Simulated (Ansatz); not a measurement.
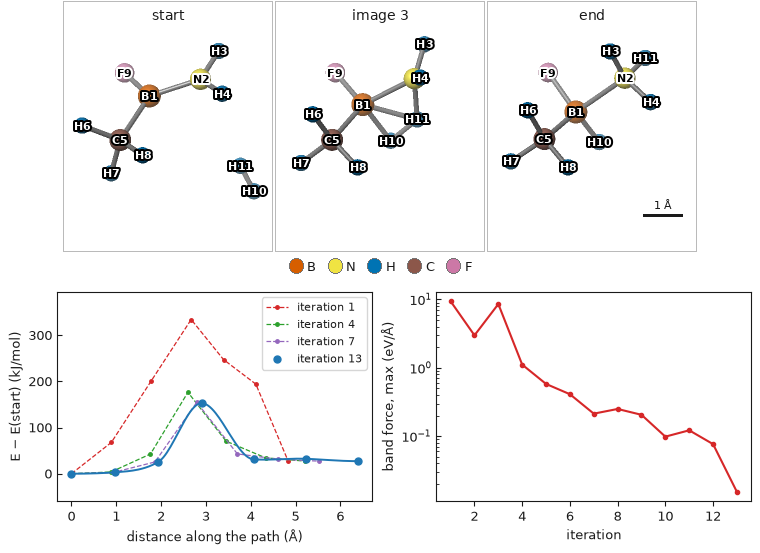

A nudged-elastic-band calculation for CH7BFN, made up of CH₅BFN and H₂. Images are numbered from 0 (start) to 6 (end). The plot follows the band through its iterations. A ball-and-stick model, seen at a tilt.

Computed with Ansatz, RKS PBE-D4/def2-SVP. Set-up: 5 movable images; climbing image; force threshold 0.05 eV/Å; iteration limit 60; starting path through a guess of the saddle point.

> Did the band converge, and can the barrier be trusted?

The run is converged, with reservations. The band converged in 13 iterations. The largest component of the band force went from 9.4 to 0.015 eV/Å. The climbing image converged on the top of the path. Its vibrational analysis gives one imaginary mode (1236i cm⁻¹), as a transition state must have. The first iteration put the highest image at 334.0 kJ/mol. Forward barrier 152.7 kJ/mol, backward barrier 125.5 kJ/mol, with image 3 at the top; the reaction energy is +27.2 kJ/mol.

Limits of the set-up: the start holds two separate molecules, 2.6 Å apart at their closest, whose relative position is a soft coordinate.
